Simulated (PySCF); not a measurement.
Consider C₄H₈Cl₂O₂Si.

The calculation's input:

```
{"job": {"kind": "nmr", "xc": "PBE0", "basis": "pcSseg-1"}, "charge": 0, "multiplicity": 1}
Cl     5.978742     1.473625     0.180353
C      4.999704     0.040721    -0.225482
Cl     5.812458    -1.475982     0.237881
Si     3.360936     0.154386     0.707312
O      2.576252     1.532136     0.223052
C      1.180056     1.559842     0.010633
C      0.683664     0.316992    -0.713327
C      1.013761    -0.963895     0.038620
O      2.402803    -1.118040     0.245788
H      4.877705     0.026152    -1.316333
H      3.655213     0.147833     2.162667
H      0.950552     2.463806    -0.575259
H      0.655101     1.663429     0.980779
H     -0.407100     0.387344    -0.856365
H      1.141519     0.275324    -1.716527
H      0.662250    -1.842324    -0.525085
H      0.485519    -0.974060     1.012454
```

Run with:

```sh
OMP_NUM_THREADS=1 python probes_run.py task.json out
```

Geometry: PBE0-D3(BJ)/def2-SVP.

Theory: PySCF, PBE0/pcSseg-1, SCF density, gas phase, non-relativistic.

Predict the electron density and electron localisation function between the atoms.

Answer. Si–O (1.66 Å): the density is about 1.1 e/Å³ at the midpoint; the ELF peaks at about 0.85 between the atoms, as expected for a polar covalent bond.

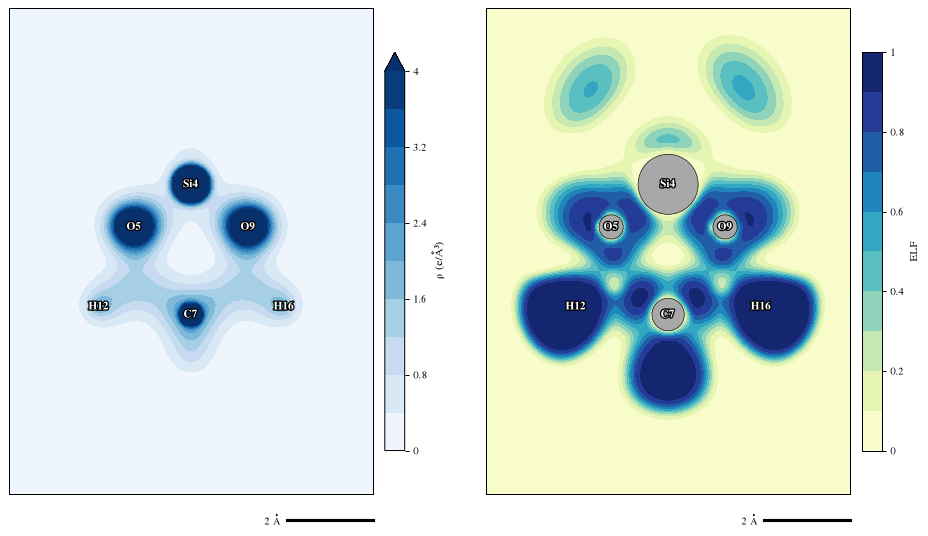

Computed electron density and electron localisation function on the plane of atoms O5, Si4 and O9, in this order. Grey discs cover the atomic cores in the ELF map. 
